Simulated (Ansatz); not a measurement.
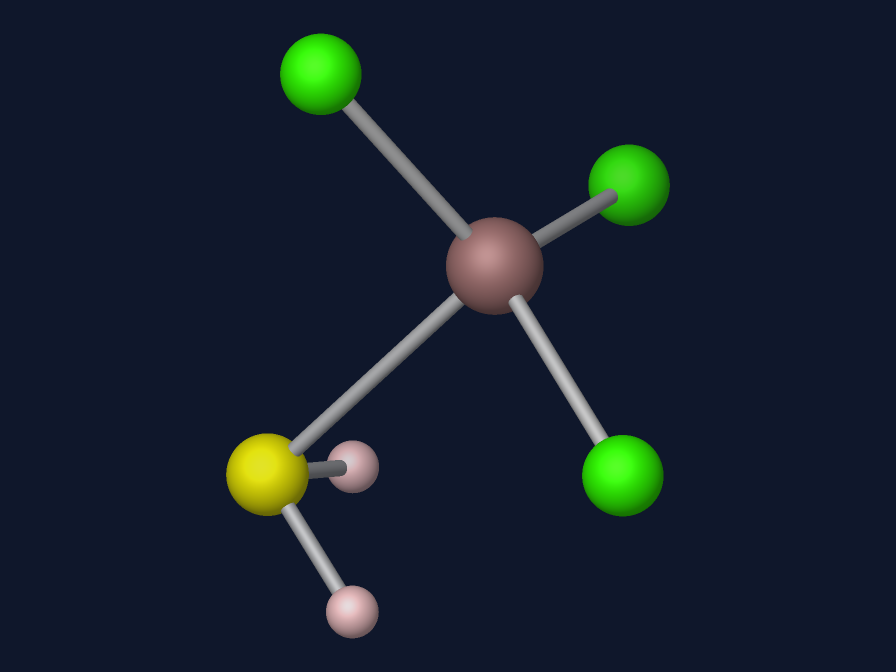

The picture shows a molecular structure as a ball-and-stick model. Every bond is drawn as one stick, whatever its order. Colours: sulfur yellow, indium brown, chlorine green, hydrogen pink.

The geometry was computed by an optimisation with PBE0-D4/def2-TZVP.

> Which formula does it have?

Cl3H2InS, 7 atoms: 3 chlorine, 2 hydrogen, 1 indium and 1 sulfur.

> How many bonds of each kind are drawn?

3 Cl–In, 2 S–H, 1 In–S.

The parts below concern this one geometry. Atoms keep their numbers from picture to picture.

Levels of theory compared

Program: Ansatz 0.2.0.

At this fixed geometry, give HOMO–LUMO gap (eV) at these levels: B97M-V/def2-TZVPP; BHLYP-D4/def2-TZVPP; CAM-B3LYP-D4/def2-TZVPP; HSE06 (plane-wave form)-D4/def2-TZVPP; PBE-D4/def2-TZVPP; PBE0-D4/def2-QZVPP; PBE0-D4/def2-TZVPP; r2SCAN0-D4/def2-TZVPP; revPBE-D4/def2-TZVPP; ωB97M-V/def2-SVP; ωB97X-V/def2-TZVPP.

```csv
level,HOMO–LUMO gap (eV)
B97M-V/def2-TZVPP,5.24
BHLYP-D4/def2-TZVPP,9.07
CAM-B3LYP-D4/def2-TZVPP,9.21
HSE06 (plane-wave form)-D4/def2-TZVPP,6.07
PBE-D4/def2-TZVPP,4.52
PBE0-D4/def2-QZVPP,6.81
PBE0-D4/def2-TZVPP,6.84
r2SCAN0-D4/def2-TZVPP,7.22
revPBE-D4/def2-TZVPP,4.58
ωB97M-V/def2-SVP,11.14
ωB97X-V/def2-TZVPP,11.40
```

Vibrations

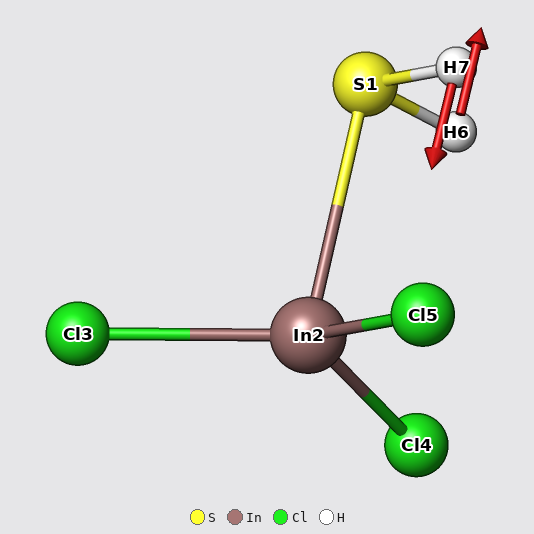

The arrows show one normal mode. Harmonic vibrations computed with RKS PBE0-D4/def2-TZVP, core potentials on In (Ansatz 0.2.0) at a stationary point of the same level.

> What kind of motion is it?

Mostly H–S–In bending.

> At what wavenumber does it lie?

483 cm⁻¹; it is mode 12 of 15 counted from the lowest.

Charges

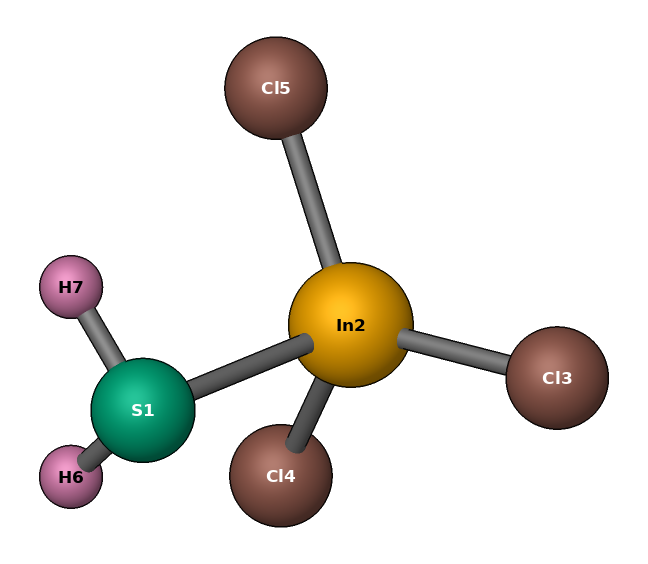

The questions are on Mulliken charges. Properties computed with RKS PBE0-D4/def2-TZVP, core potentials on In (Ansatz 0.2.0).

> Which atom carries the highest charge (most positive or least negative)?

In2 (0.88 e).

> And the lowest?

Cl4, Cl5 (−0.38 e).

List the Mulliken charges.

```csv
atom,value (e)
S1,−0.21
In2,0.88
Cl3,−0.37
Cl4,−0.38
Cl5,−0.38
H6,0.23
H7,0.23
```

Mulliken values depend strongly on the basis set and can even reverse the polarity of a bond.
